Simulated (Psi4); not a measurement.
# SCAN/def2-TZVP (core potential, sweep point 8) run of [SnH3]− (SMILES [H][Sn-]([H])[H])

What is the vertical ionisation energy of [SnH3]− at SCAN/def2-TZVP (core potential, sweep point 8)? 

The results are computed with Psi4 1.11.

4 further runs of the same task are left out: 4 set aside as unsound or not needed.

## 1. The structure to begin with

[SnH3]−: 4 atoms, total charge -1, spin state singlet. As SMILES, `[H][Sn-]([H])[H]`. Geometry: a GFN2-xTB relaxation, a rough one for these elements and not checked as a minimum.

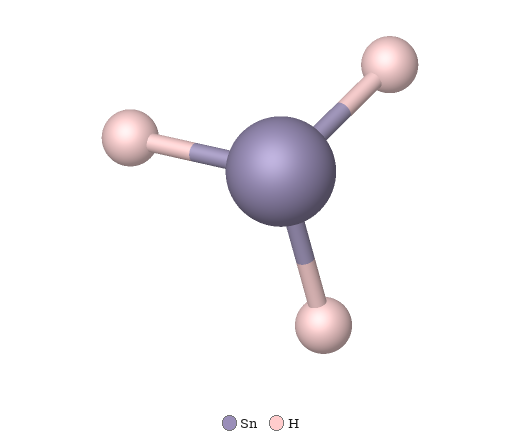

Viewed from a chosen angle; tin purple, hydrogen pink.

## 2. The energy at SCAN/def2-TZVP (core potential, sweep point 8)

job.inp

```
memory 1600 mb

molecule {
  -1 1
  Sn    -0.01205645     0.01082813     1.49603948
  H      3.09497455    -0.06349480    -0.47554958
  H     -1.48694990     2.70705157    -0.52989810
  H     -1.59594930    -2.65438490    -0.49059180
  units bohr
  symmetry c1
}

set basis def2-TZVP
set reference rks
set puream true
set scf_type pk
set dft_radial_points 250
set dft_spherical_points 1202

e, wfn = energy('scan', return_wfn=True)
```

The run is started by

```console
$ psi4 -n 1 job.inp job.out
```

job.out:

```text
[...]
    !!!  WARNING: ECP capability is in beta. Please check occupations closely.  !!!
[...]
  Running in c1 symmetry.
[...]
  Nuclear repulsion =   18.488599683521318
[...]
  Multiplicity = 1
[...]
  Nalpha       = 13
  Nbeta        = 13
[...]
    Number of basis functions: 68
[...]
 WARNING: Atomic UHF is not converging! Try casting from a smaller basis or call Rob at CCMST.
   -------------------------
[...]
   @RKS iter   1:  -215.81170471082297   -1.02646e+00   1.15751e-02 DIIS/ADIIS
[...]
   @RKS iter   8:  -216.15695600797170   -6.68479e-08   2.63887e-07 DIIS
[...]
    Orbital Energies [Eh]
    ---------------------
    Doubly Occupied:
       1A     -4.813606     2A     -3.146817     3A     -3.146813
       4A     -3.143416     5A     -0.724073     6A     -0.724072
       7A     -0.721009     8A     -0.721001     9A     -0.719258
      10A     -0.226821    11A     -0.059182    12A     -0.059071
      13A      0.001626
[...]
  @RKS Final Energy:  -216.15695600797170
   => Energetics <=
    Nuclear Repulsion Energy =             18.4885996835213184
    One-Electron Energy =                -420.8191791188668276
    Two-Electron Energy =                 205.4560067719737617
    DFT Exchange-Correlation Energy =     -19.2823833445999675
    Empirical Dispersion Energy =           0.0000000000000000
    VV10 Nonlocal Energy =                  0.0000000000000000
    Total Energy =                       -216.1569560079717007
[...]
 Multipole Moments:
 ------------------------------------------------------------------------------------
     Multipole            Electronic (a.u.)      Nuclear  (a.u.)        Total (a.u.)
 ------------------------------------------------------------------------------------
 L = 1.  Multiply by 2.5417464519 to convert [e a0] to [Debye]
 Dipole X            :         -0.0459106            0.0383562           -0.0075545
 Dipole Y            :          0.0419983           -0.0344349            0.0075634
 Dipole Z            :          5.7234538           -4.7576070            0.9658468
 Magnitude           :                                                    0.9659060
[...]
```

Wall time 33 s (1 thread of Intel Xeon 6975P-C (Granite Rapids), shared host); peak memory 1.2 GiB.

## 3. Doublet neutral SnH3, same level

input.dat

```
memory 1.6 GB

molecule {
  0 2
  Sn    -0.01205645     0.01082813     1.49603948
  H      3.09497455    -0.06349480    -0.47554958
  H     -1.48694990     2.70705157    -0.52989810
  H     -1.59594930    -2.65438490    -0.49059180
  units bohr
  symmetry c1
}

set basis def2-TZVP
set reference uks
set puream true
set scf_type pk
set dft_radial_points 250
set dft_spherical_points 1202
set maxiter 150

energy('scan')
```

The run is started by

```console
$ psi4 -i input.dat -o output.dat -n 1
```

output.dat:

```text
[...]
    !!!  WARNING: ECP capability is in beta. Please check occupations closely.  !!!
[...]
  Running in c1 symmetry.
[...]
  Nuclear repulsion =   18.488599683521318
[...]
  Multiplicity = 2
[...]
  Nalpha       = 13
  Nbeta        = 12
[...]
    Number of basis functions: 68
[...]
 WARNING: Atomic UHF is not converging! Try casting from a smaller basis or call Rob at CCMST.
   -------------------------
[...]
   @UKS iter   1:  -215.86937027579475   -1.08412e+00   9.61188e-03 ADIIS/DIIS
[...]
   @UKS iter  10:  -216.06322429709209   -2.39082e-08   2.52118e-07 DIIS
[...]
   @S^2 Observed:                7.555505468E-01
[...]
    Orbital Energies [Eh]
    ---------------------
    Alpha Occupied:
       1A     -5.063957     2A     -3.398240     3A     -3.394988
       4A     -3.394984     5A     -0.974515     6A     -0.974500
       7A     -0.974494     8A     -0.970446     9A     -0.970435
      10A     -0.465100    11A     -0.281531    12A     -0.281338
      13A     -0.245190
    Alpha Virtual:
      14A     -0.039824    15A     -0.039714    16A     -0.006531
      17A      0.109485    18A      0.109544    19A      0.115409
      20A      0.141734    21A      0.149180    22A      0.149219
      23A      0.251515    24A      0.286245    25A      0.286257
[...]
  @UKS Final Energy:  -216.06322429709209
   => Energetics <=
    Nuclear Repulsion Energy =             18.4885996835213184
    One-Electron Energy =                -414.7226905523560276
    Two-Electron Energy =                 199.2337863061603684
    DFT Exchange-Correlation Energy =     -19.0629197344177577
    Empirical Dispersion Energy =           0.0000000000000000
    VV10 Nonlocal Energy =                  0.0000000000000000
    Total Energy =                       -216.0632242970920913
[...]
 Multipole Moments:
 ------------------------------------------------------------------------------------
     Multipole            Electronic (a.u.)      Nuclear  (a.u.)        Total (a.u.)
 ------------------------------------------------------------------------------------
 L = 1.  Multiply by 2.5417464519 to convert [e a0] to [Debye]
 Dipole X            :         -0.0443019            0.0383562           -0.0059457
 Dipole Y            :          0.0395626           -0.0344349            0.0051277
 Dipole Z            :          5.4432689           -4.7576070            0.6856619
 Magnitude           :                                                    0.6857069
[...]
```

Run time: 59 s. Hardware: 1 thread of Intel Xeon 6975P-C (Granite Rapids), shared host; peak memory 1.2 GiB.

## 4. Outcome

At SCAN/def2-TZVP (core potential, sweep point 8):

| quantity | value |
| --- | --- |
| singlet [SnH3]−: total energy | -216.15696 Eh |
| singlet [SnH3]−: HOMO energy | 0.04 eV |
| singlet [SnH3]−: LUMO energy | 4.57 eV |
| singlet [SnH3]−: HOMO–LUMO gap (to an unbound level, set by the basis) | 4.52 eV |
| doublet neutral SnH3: total energy | -216.06322 Eh |
| doublet neutral SnH3: dipole moment | 1.74 D |
| doublet neutral SnH3: HOMO energy (highest over α and β) | -6.67 eV |
| doublet neutral SnH3: LUMO energy (lowest over α and β) | -5.08 eV |
| doublet neutral SnH3: ⟨S²⟩ | 0.756 |
| vertical detachment energy (to the doublet neutral) | 2.551 eV |

The vertical ionisation energy comes to 2.55 eV (246 kJ/mol). −ε(HOMO) before ionisation, -0.04 eV, is 2.59 eV below this ionisation energy. The HOMO (singlet [SnH3]−) lies at positive energy, 0.04 eV, as semi-local functionals often give for anions; only total energies tell whether the electron is bound.
